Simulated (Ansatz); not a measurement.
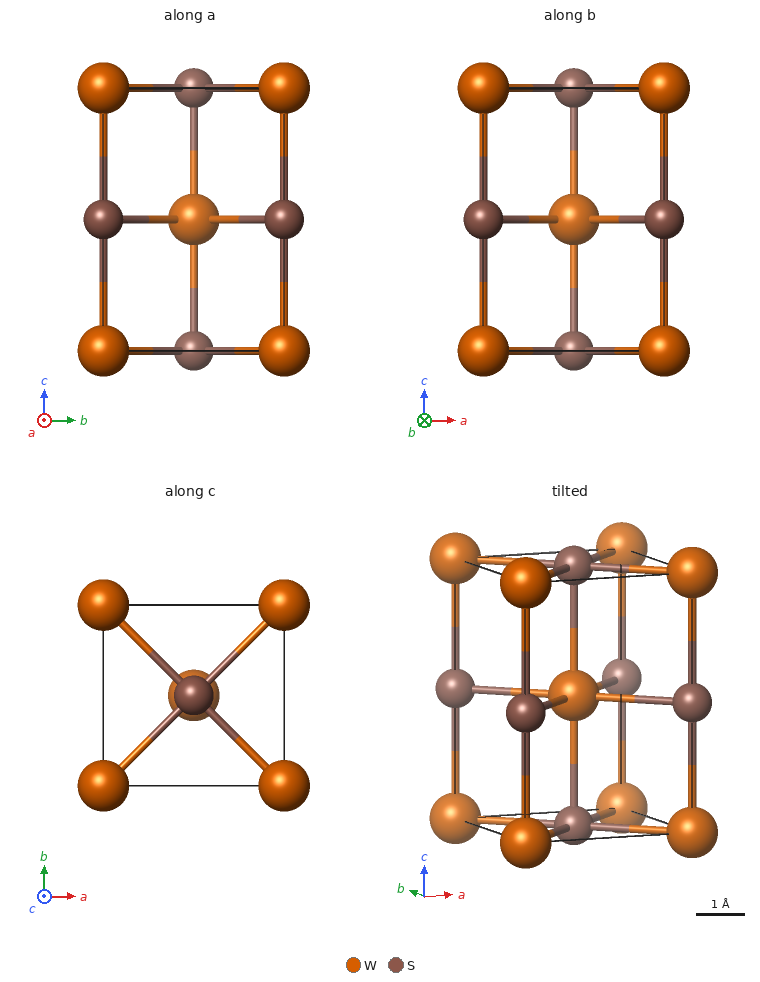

Crystal structure, ball-and-stick style, seen along the a axis, along the b axis, along the c axis and slightly off an axis. The frame is the conventional unit cell; atoms at its boundary are shown with their periodic copies.

Lattice parameters: a = 3.8205 Å, b = 3.8205 Å, c = 5.5543 Å, α = 90.000°, β = 90.000°, γ = 90.000°.

Give the atomic positions as a CIF in P1 with every atom of the cell.

Answer.
```cif
data_structure
_symmetry_space_group_name_H-M 'P 1'
_symmetry_Int_Tables_number 1
_cell_length_a 3.8205
_cell_length_b 3.8205
_cell_length_c 5.5543
_cell_angle_alpha 90.000
_cell_angle_beta 90.000
_cell_angle_gamma 90.000
_cell_volume 81.07
loop_
_atom_site_label
_atom_site_type_symbol
_atom_site_fract_x
_atom_site_fract_y
_atom_site_fract_z
_atom_site_occupancy
W1 W 0.0000 0.0000 0.0000 1
S1 S 0.5000 0.5000 0.0000 1
W2 W 0.5000 0.5000 0.5000 1
S2 S 0.0000 0.0000 0.5000 1
```

The cell started as a structure type filled with these elements by a generator (whether the compound takes this form wasn't checked). What is shown is the relaxed result from DFT PBE+U, scalar-relativistic, plane waves, PAW in Ansatz 0.2.0.
